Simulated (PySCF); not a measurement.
```xyz
11

F     0.9961   -1.4113    1.2178
C     1.2399   -0.6361    0.1315
C     1.1801    0.8129    0.2188
C     0.1139    0.1531   -0.5395
F     0.1277    0.1331   -1.9032
C    -1.3269    0.1511   -0.0370
F    -1.3760    0.3522    1.2826
F    -1.9389   -1.0088   -0.2877
F    -2.0499    1.1141   -0.6106
H     1.9228   -1.1388   -0.5485
H     1.1166    1.4811    1.0498
```

Geometry: GFN2-xTB.

Method: UKS B3LYP, pcH-1 on C F H, non-relativistic, mean-field spin-orbit, GIAO in PySCF.

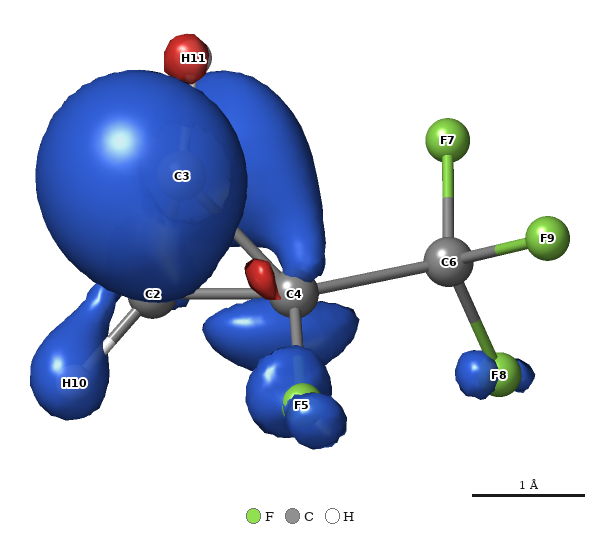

C4H2F5 (doublet). Isosurfaces of the spin density at +0.03 (blue) and −0.03 e/Å³ (red), seen across its widest extent.

Where is the unpaired spin?

The unpaired spin (1 electron) lies mostly on C3 (about 0.7) and C4 (about 0.1), in electrons by Hirshfeld's partition.
